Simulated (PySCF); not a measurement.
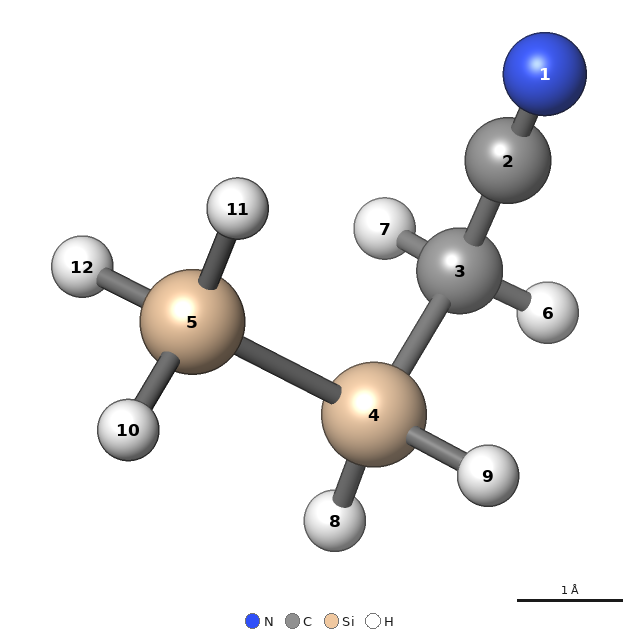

The view is orthographic, and the bar gives the scale. Computed geometry: GFN2-xTB optimisation. No frequency run is at hand to confirm it as a minimum.

Reconstruct the coordinates (Å) as seen: x to the right, y up, z towards the viewer, origin at the mean of the atomic positions.

```xyz
12
C2H7NSi2
N    1.80   2.23   0.36
C    1.45   1.41  -0.35
C    0.99   0.35  -1.18
Si   0.16  -1.03  -0.11
Si  -1.58  -0.14   1.13
H    1.83  -0.05  -1.75
H    0.27   0.75  -1.90
H   -0.21  -2.05  -1.10
H    1.26  -1.62   0.68
H   -2.19  -1.18   1.96
H   -1.14   0.94   2.00
H   -2.63   0.39   0.26
```
